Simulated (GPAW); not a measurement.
# Screening of a field by a 9-layer slab of Pt(110), part 2 of 2

How does a 9-layer slab of Pt(110) screen a perpendicular field?

GPAW 26.7.0; GPAW, PAW setups; slab in vacuum, relaxation (the session's first sound run).

So far, dipole along the normal (e·Å): step 2 (relaxing the atoms) 7.8e-4; step 3 (plane waves, PBE) 5.0e-4; step 4 (field on) -0.169.

### 5. In a field

run.py reads:

```python
import json
import numpy as np
from ase import Atoms
from gpaw import GPAW, PW
from gpaw.external import ConstantElectricField

slab = Atoms(
    ['Pt', 'Pt', 'Pt', 'Pt', 'Pt', 'Pt', 'Pt', 'Pt', 'Pt'],
    positions=[
        [0.00000, 0.00000, 8.00000],
        [1.96000, 1.38593, 9.38593],
        [0.00000, 0.00000, 10.77186],
        [1.96000, 1.38593, 12.15779],
        [0.00000, 0.00000, 13.60284],
        [1.96000, 1.38593, 15.02159],
        [0.00000, 0.00000, 16.43404],
        [1.96000, 1.38593, 17.94911],
        [0.00000, 0.00000, 19.18970]],
    cell=[[3.92, 0.0, 0.0], [0.0, 2.77186, 0.0], [0.0, 0.0, 27.08743]],
    pbc=[True, True, False])

slab.calc = GPAW(mode=PW(400), xc='PBE', kpts={'size': (8, 11, 1), 'gamma': True},
                 occupations={'name': 'fermi-dirac', 'width': 0.1}, nbands='160%',
                 convergence={'density': 1e-05}, maxiter=200,
                 poissonsolver={'dipolelayer': 'xy'},
                 external=ConstantElectricField(-0.1, [0, 0, 1]),
                 symmetry={'tolerance': 1e-3}, txt='slab.txt')
result = {}
energy = slab.get_potential_energy()
fermi = slab.calc.get_fermi_level()
v = slab.calc.get_electrostatic_potential().mean((0, 1)) - fermi
n = slab.calc.get_pseudo_density().mean((0, 1))
L = slab.cell[2, 2]
z = np.arange(len(v)) * L / len(v)
low, high = slab.positions[:, 2].min(), slab.positions[:, 2].max()
below, above = np.interp([low - 5.8, high + 5.8], z, v)
slopes = [np.interp(x, z, np.gradient(v, z)) for x in (low - 5.8, high + 5.8)]
eps = np.array([[slab.calc.get_eigenvalues(k, s) for k in range(len(slab.calc.get_ibz_k_points()))]
                for s in range(slab.calc.get_number_of_spins())]) - fermi
top, bottom = eps[eps < 0].max(), eps[eps > 0].min()
dipole = slab.get_dipole_moment()[2]
print(f'energy {energy:.4f} eV, Fermi level {fermi:.4f} eV, dipole {dipole:.5f} e A')
print(f'potential 5.8 A off the faces, from the Fermi level: lower {below:.4f} eV, upper {above:.4f} eV')
print(f'slope of the potential there: lower {slopes[0]:.5f}, upper {slopes[1]:.5f} eV/A')
print(f'nearest levels on the mesh: {top:.4f} and {bottom:.4f} eV')
print('magnetic moment', round(slab.get_magnetic_moment(), 3))
result.update(energy=energy, fermi=fermi, dipole=dipole, below=below, above=above, slopes=slopes, edges=[top, bottom],
              z=z.tolist(), v=v.tolist(), n=n.tolist(), positions=slab.positions.tolist(),
              forces=slab.get_forces(apply_constraint=False).tolist(), moments=slab.get_magnetic_moments().tolist())
json.dump(result, open('result.json', 'w'))
```

Started as:

```sh
$ OMP_NUM_THREADS=1 OPENBLAS_NUM_THREADS=1 python run.py
```

The log of the run:

```text
energy -55.0172 eV, Fermi level 2.6780 eV, dipole -0.08440 e A
potential 5.8 A off the faces, from the Fermi level: lower 4.6019 eV, upper 6.0069 eV
slope of the potential there: lower 0.00008, upper 0.00018 eV/A
nearest levels on the mesh: -0.0011 and 0.0021 eV
magnetic moment 0.0
```

Wall time 11 min (1 thread of AMD EPYC 9R45, shared host); peak memory 0.79 GiB.

Numbers from this step:

```yaml
dipole_along_the_normal: -0.08440 e·Å
levels_nearest_the_fermi_level_on_the_mesh: -0.001068, 0.002071 eV from the Fermi level
potential_below_the_slab_the_applied_field_s_own_ramp_left_out: 4.602 eV from the Fermi level
potential_above_the_slab_the_applied_field_s_own_ramp_left_out: 6.007 eV from the Fermi level
```

The electrostatic potential energy of an electron (without an applied field's), less the Fermi level, planar mean oscillates, so the rows of the table below give means over windows of 1.41 Å about each position, cut where the curve ends. Its maxima inside the range that stand out by 2 % of the span (Å: eV): 8.7: -8.25, 10.1: -8.69, 11.5: -8.54, 12.9: -7.32, 14.3: -7.58, 15.7: -7.54, 17.2: -5.81, 18.5: -10.2, 26.7: 6.01. Its minima: 8.0: -15.4, 9.4: -16.3, 10.7: -16.3, 12.1: -16.0, 13.7: -15.7, 15.1: -15.6, 16.5: -15.3, 18.0: -15.7, 19.2: -14.9.

Electrostatic potential energy of an electron (without an applied field's), less the Fermi level, planar mean against z; means over each step:

```tsv
z (Å)	electrostatic potential energy of an electron (without an applied field's), less the Fermi level, planar mean (eV)
0.70	4.70
2.11	4.60
3.52	4.60
4.93	4.59
6.34	3.81
7.75	-9.07
9.16	-12.3
10.57	-12.4
11.98	-12.1
13.39	-11.5
14.80	-11.6
16.21	-11.3
17.62	-10.8
19.03	-11.4
20.44	3.46
21.85	5.95
23.26	6.01
24.67	6.01
26.08	6.00
```

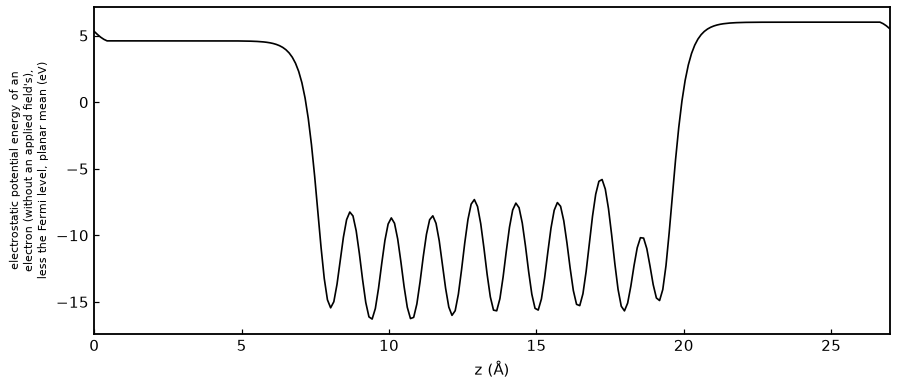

Electrostatic potential energy of an electron (without an applied field's), less the Fermi level, planar mean, plotted against z.

Force by atom:

```tsv
atom	x (eV/Å)	y (eV/Å)	z (eV/Å)	size
Pt1	0.00	0.00	0.38	0.38
Pt2	0.00	0.00	-1.07	1.07
Pt3	0.00	0.00	0.15	0.15
Pt4	0.00	0.00	0.56	0.56
Pt5	0.00	0.00	-0.02	0.02
Pt6	0.00	0.00	0.01	0.01
Pt7	0.00	0.00	-0.01	0.01
Pt8	0.00	0.00	-0.01	0.01
Pt9	0.00	0.00	0.04	0.04
```

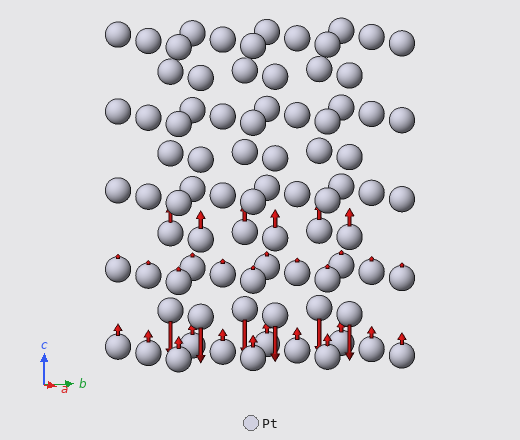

Force as arrows, the longest 1.07 eV/Å. 2×3×1 cells are drawn. Some periodic images of atoms are drawn too.

The dipole is now -0.0844 e Å, against 5.0e-4 in the run without a field.

### 6. In a field

run.py, as its differences from that of step 5:

```diff
@@ -25,3 +25,3 @@
                  poissonsolver={'dipolelayer': 'xy'},
-                 external=ConstantElectricField(-0.1, [0, 0, 1]),
+                 external=ConstantElectricField(-0.05, [0, 0, 1]),
                  symmetry={'tolerance': 1e-3}, txt='slab.txt')
```

The log of the run:

```text
energy -55.0140 eV, Fermi level 2.6793 eV, dipole -0.04202 e A
potential 5.8 A off the faces, from the Fermi level: lower 4.9523 eV, upper 5.6514 eV
slope of the potential there: lower -0.00000, upper 0.00022 eV/A
nearest levels on the mesh: -0.0005 and 0.0016 eV
magnetic moment 0.0
```

Elapsed: 17 min, on 1 thread; peak memory 0.79 GiB.

The electrostatic potential energy of an electron (without an applied field's), less the Fermi level, planar mean oscillates, so the rows of the table below give means over windows of 1.41 Å about each position, cut where the curve ends. Its maxima inside the range that stand out by 2 % of the span (Å: eV): 8.7: -8.01, 10.1: -8.52, 11.5: -8.43, 12.9: -7.29, 14.3: -7.62, 15.7: -7.65, 17.2: -6.00, 18.5: -10.4. Its minima: 8.0: -15.2, 9.4: -16.1, 10.7: -16.1, 12.1: -15.9, 13.7: -15.7, 15.1: -15.7, 16.5: -15.4, 18.0: -15.9, 19.2: -15.2.

Table of electrostatic potential energy of an electron (without an applied field's), less the Fermi level, planar mean by z; means over each step:

```tsv
z (Å)	electrostatic potential energy of an electron (without an applied field's), less the Fermi level, planar mean (eV)
0.70	5.00
2.11	4.95
3.52	4.95
4.93	4.94
6.34	4.15
7.75	-8.78
9.16	-12.0
10.57	-12.3
11.98	-12.0
13.39	-11.5
14.80	-11.6
16.21	-11.4
17.62	-11.0
19.03	-11.6
20.44	3.12
21.85	5.60
23.26	5.65
24.67	5.65
26.08	5.65
```

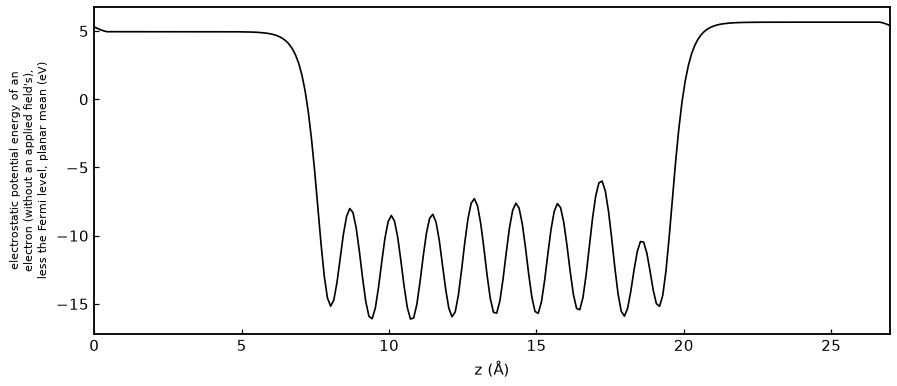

Electrostatic potential energy of an electron (without an applied field's), less the Fermi level, planar mean, plotted against z.

### 7. In a field

run.py, as its differences from that of step 6:

```diff
@@ -25,3 +25,3 @@
                  poissonsolver={'dipolelayer': 'xy'},
-                 external=ConstantElectricField(-0.05, [0, 0, 1]),
+                 external=ConstantElectricField(0.05, [0, 0, 1]),
                  symmetry={'tolerance': 1e-3}, txt='slab.txt')
```

The log of the run:

```text
energy -55.0141 eV, Fermi level 2.6817 eV, dipole 0.04243 e A
potential 5.8 A off the faces, from the Fermi level: lower 5.6503 eV, upper 4.9431 eV
slope of the potential there: lower 0.00003, upper 0.00017 eV/A
nearest levels on the mesh: -0.0004 and 0.0016 eV
magnetic moment 0.0
```

Run time: 16 min. Hardware: 1 thread; peak memory 0.79 GiB.

The electrostatic potential energy of an electron (without an applied field's), less the Fermi level, planar mean oscillates, so the rows of the table below give means over windows of 1.41 Å about each position, cut where the curve ends. Its maxima inside the range that stand out by 2 % of the span (Å: eV): 8.7: -7.52, 10.1: -8.17, 11.5: -8.23, 12.9: -7.22, 14.3: -7.70, 15.7: -7.87, 17.2: -6.37, 18.5: -10.9. Its minima: 8.0: -14.6, 9.4: -15.7, 10.7: -15.8, 12.1: -15.8, 13.7: -15.7, 15.1: -15.8, 16.5: -15.7, 18.0: -16.3, 19.2: -15.7.

Electrostatic potential energy of an electron (without an applied field's), less the Fermi level, planar mean against z; means over each step:

```tsv
z (Å)	electrostatic potential energy of an electron (without an applied field's), less the Fermi level, planar mean (eV)
0.70	5.60
2.11	5.65
3.52	5.65
4.93	5.63
6.34	4.83
7.75	-8.21
9.16	-11.6
10.57	-12.0
11.98	-11.8
13.39	-11.5
14.80	-11.8
16.21	-11.7
17.62	-11.4
19.03	-12.2
20.44	2.45
21.85	4.89
23.26	4.94
24.67	4.94
26.08	4.95
```

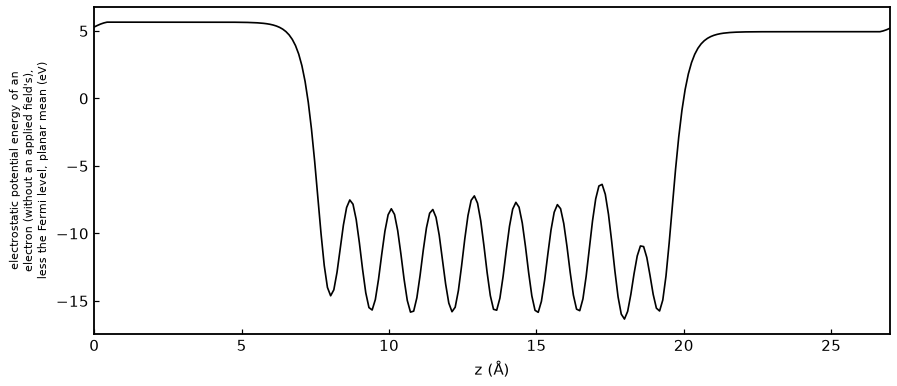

Electrostatic potential energy of an electron (without an applied field's), less the Fermi level, planar mean, plotted against z.

### 8. Field on

run.py, as its differences from that of step 7:

```diff
@@ -25,3 +25,3 @@
                  poissonsolver={'dipolelayer': 'xy'},
-                 external=ConstantElectricField(0.05, [0, 0, 1]),
+                 external=ConstantElectricField(0.1, [0, 0, 1]),
                  symmetry={'tolerance': 1e-3}, txt='slab.txt')
```

The log of the run:

```text
energy -55.0172 eV, Fermi level 2.6824 eV, dipole 0.08465 e A
potential 5.8 A off the faces, from the Fermi level: lower 6.0008 eV, upper 4.5904 eV
slope of the potential there: lower -0.00001, upper 0.00025 eV/A
nearest levels on the mesh: -0.0003 and 0.0016 eV
magnetic moment 0.0
```

It took 13 min on 1 thread; peak memory 0.81 GiB.

The electrostatic potential energy of an electron (without an applied field's), less the Fermi level, planar mean oscillates, so the rows of the table below give means over windows of 1.41 Å about each position, cut where the curve ends. Its maxima inside the range that stand out by 2 % of the span (Å: eV): 2.5: 6.00, 8.7: -7.28, 10.1: -8.00, 11.5: -8.12, 12.9: -7.19, 14.3: -7.74, 15.7: -7.98, 17.2: -6.55, 18.5: -11.2. Its minima: 8.0: -14.3, 9.4: -15.5, 10.7: -15.7, 12.1: -15.7, 13.7: -15.7, 15.1: -15.9, 16.5: -15.9, 18.0: -16.6, 19.2: -16.0.

The electrostatic potential energy of an electron (without an applied field's), less the Fermi level, planar mean by z; means over each step:

```tsv
z (Å)	electrostatic potential energy of an electron (without an applied field's), less the Fermi level, planar mean (eV)
0.70	5.91
2.11	6.00
3.52	6.00
4.93	5.98
6.34	5.17
7.75	-7.92
9.16	-11.4
10.57	-11.8
11.98	-11.8
13.39	-11.5
14.80	-11.8
16.21	-11.8
17.62	-11.6
19.03	-12.5
20.44	2.11
21.85	4.54
23.26	4.59
24.67	4.59
26.08	4.60
```

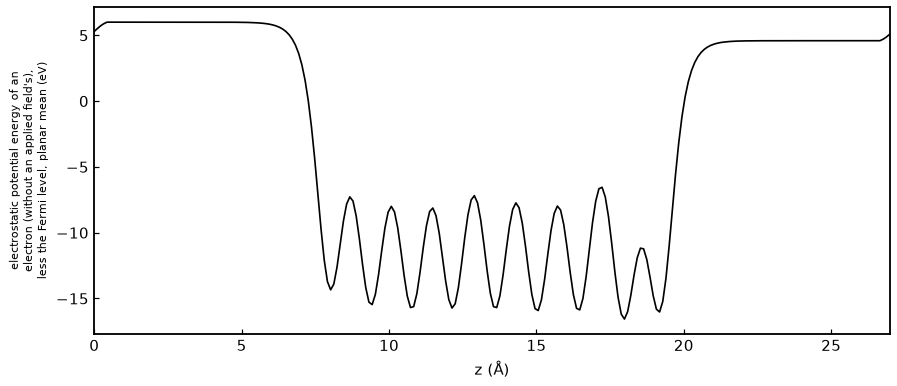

Electrostatic potential energy of an electron (without an applied field's), less the Fermi level, planar mean against z.

The dipole is now 0.0846 e Å, against 5.0e-4 in the run without a field.

### 9. Field on

run.py, as its differences from that of step 8:

```diff
@@ -25,3 +25,3 @@
                  poissonsolver={'dipolelayer': 'xy'},
-                 external=ConstantElectricField(0.1, [0, 0, 1]),
+                 external=ConstantElectricField(0.2, [0, 0, 1]),
                  symmetry={'tolerance': 1e-3}, txt='slab.txt')
```

The log of the run:

```text
energy -55.0299 eV, Fermi level 2.6835 eV, dipole 0.16919 e A
potential 5.8 A off the faces, from the Fermi level: lower 6.7022 eV, upper 3.8841 eV
slope of the potential there: lower -0.00001, upper 0.00015 eV/A
nearest levels on the mesh: -0.0001 and 0.0014 eV
magnetic moment 0.0
```

It took 15 min on 1 thread; peak memory 0.8 GiB.

The electrostatic potential energy of an electron (without an applied field's), less the Fermi level, planar mean oscillates, so the rows of the table below give means over windows of 1.41 Å about each position, cut where the curve ends. Its maxima inside the range that stand out by 2 % of the span (Å: eV): 2.5: 6.70, 8.7: -6.79, 10.1: -7.65, 11.5: -7.92, 12.9: -7.12, 14.3: -7.81, 15.7: -8.19, 17.2: -6.92, 18.5: -11.7. Its minima: 8.0: -13.8, 9.4: -15.1, 10.7: -15.4, 12.1: -15.6, 13.7: -15.7, 15.1: -16.1, 16.5: -16.2, 18.0: -17.0, 19.2: -16.6.

Table of electrostatic potential energy of an electron (without an applied field's), less the Fermi level, planar mean by z; means over each step:

```tsv
z (Å)	electrostatic potential energy of an electron (without an applied field's), less the Fermi level, planar mean (eV)
0.70	6.51
2.11	6.70
3.52	6.70
4.93	6.68
6.34	5.85
7.75	-7.34
9.16	-10.9
10.57	-11.5
11.98	-11.6
13.39	-11.5
14.80	-11.9
16.21	-12.1
17.62	-12.0
19.03	-13.0
20.44	1.45
21.85	3.84
23.26	3.88
24.67	3.88
26.08	3.90
```

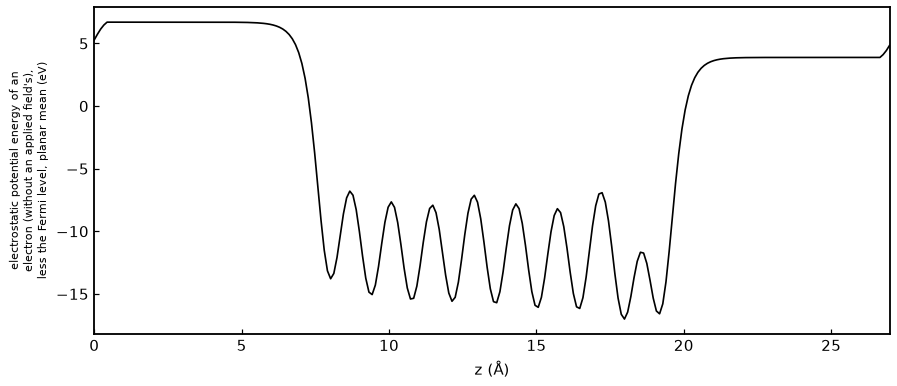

Electrostatic potential energy of an electron (without an applied field's), less the Fermi level, planar mean against z.

The dipole is now 0.169 e Å, against 5.0e-4 in the run without a field.

### 10. Field on

run.py, as its differences from that of step 9:

```diff
@@ -25,3 +25,3 @@
                  poissonsolver={'dipolelayer': 'xy'},
-                 external=ConstantElectricField(0.2, [0, 0, 1]),
+                 external=ConstantElectricField(0.3, [0, 0, 1]),
                  symmetry={'tolerance': 1e-3}, txt='slab.txt')
```

The log of the run:

```text
energy -55.0511 eV, Fermi level 2.6836 eV, dipole 0.25365 e A
potential 5.8 A off the faces, from the Fermi level: lower 7.4057 eV, upper 3.1810 eV
slope of the potential there: lower -0.00002, upper 0.00019 eV/A
nearest levels on the mesh: -0.0000 and 0.0014 eV
magnetic moment 0.0
```

It took 17 min on 1 thread; peak memory 0.79 GiB.

The dipole is now 0.254 e Å, against 5.0e-4 in the run without a field.

### 11. The series

The members are put on one axis.

This step: induced dipole against applied field (GPAW 26.7.0).

Dipole along the normal against field:

```tsv
field (V/Å)	dipole along the normal (e·Å)
-0.200	-0.169
-0.100	-0.0844
-0.050	-0.0420
0.000	5.0e-4
0.050	0.0424
0.100	0.0846
0.200	0.169
0.300	0.254
```

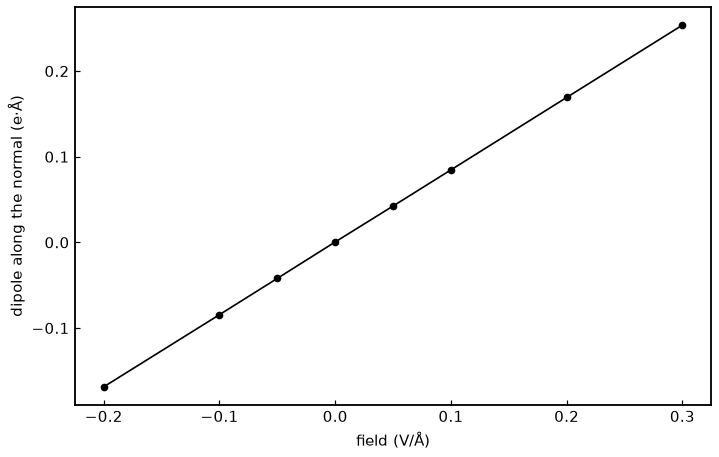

Dipole along the normal, plotted against field.

### 12. A changed run

One more run, with changed settings.

This step: GPAW, PAW setups; slab in vacuum (GPAW 26.7.0).

run.py, as its differences from that of step 10:

```diff
@@ -3,4 +3,3 @@
 from ase import Atoms
-from gpaw import GPAW, PW
-from gpaw.external import ConstantElectricField
+from gpaw import GPAW
 
@@ -21,7 +20,6 @@
 
-slab.calc = GPAW(mode=PW(400), xc='PBE', kpts={'size': (8, 11, 1), 'gamma': True},
+slab.calc = GPAW(mode='fd', h=0.4, xc='PBE', kpts={'size': (8, 11, 1), 'gamma': True},
                  occupations={'name': 'fermi-dirac', 'width': 0.1}, nbands='160%',
-                 convergence={'density': 1e-05}, maxiter=200,
+                 convergence={'density': 1e-05}, maxiter=100,
                  poissonsolver={'dipolelayer': 'xy'},
-                 external=ConstantElectricField(0.3, [0, 0, 1]),
                  symmetry={'tolerance': 1e-3}, txt='slab.txt')
```

The log of the run:

```text
energy -59.2161 eV, Fermi level -5.1935 eV, dipole 0.00358 e A
potential 5.8 A off the faces, from the Fermi level: lower 5.2234 eV, upper 5.1636 eV
slope of the potential there: lower 0.00001, upper 0.00010 eV/A
nearest levels on the mesh: -0.0065 and 0.0007 eV
magnetic moment 0.0
```

Wall time 7.7 min (1 thread); peak memory 0.43 GiB.

The run finished. A setting was moved off its sound value on purpose, so it serves as a test and not as the result.

The fault put into the input: a grid far too coarse (mode = "fd" and h = 0.4).

Side by side:

```tsv
quantity	this run	sound run	difference
dipole along the normal (e·Å)	0.0035777	5.031e-4	0.00307
upper work function (eV)	5.1636	5.2969	-0.133
lower work function (eV)	5.2234	5.3012	-0.0778
```

One result that differs is the upper work function, 5.16 eV against 5.30 eV.

### 13. Results

```yaml
work_function_both_faces: 5.30 eV
dipole_along_the_normal: 5.0e-4 e Å, near the numerical noise
induced_dipole_per_field: 0.845 e Å per V/Å
out_of_plane_polarisability_per_area_alpha_eps_0_a: 14.1 Å
```

What this shows: The field induces 0.845 e Å per V/Å, a polarisable thickness α/(ε0 A) of 14.1 Å beside 11.2 Å between the outermost nuclei. A perfect conductor would give the distance between its two image planes; a dielectric of thickness t gives t(1 - 1/ε). The measured value for this face is 5.53 eV (as compiled in "Anisotropic work function of elemental crystals", 2019, arxiv:1902.07811); the relaxed upper face lies 0.23 eV under it with PBE. Measured work functions scatter by a tenth of an eV or more between methods. The clean face reconstructs (W and Mo (100) only when cold), while this slab is an unreconstructed 1×1 cell, so the two are not the same surface. The induced dipole is linear in the field over this range. The small printed dipole stands for a step of -8.4 meV from the lower to the upper face, and the probes find -4.3 meV; values this small are near the numerical noise of both. The in-plane lattice was kept as typed, which isn't the functional's own and leaves some strain; spin-orbit coupling and temperature are left out.

[Logs are printed without paths, hosts, clocks, repeated set-up lines and the standing remarks that a program may print on its own settings, such as how far it seeks lower states.]

[Hosts, paths, dates, database ids (printed as entryN), source tags and the programs' standing remarks are cut or masked in the printed files.]
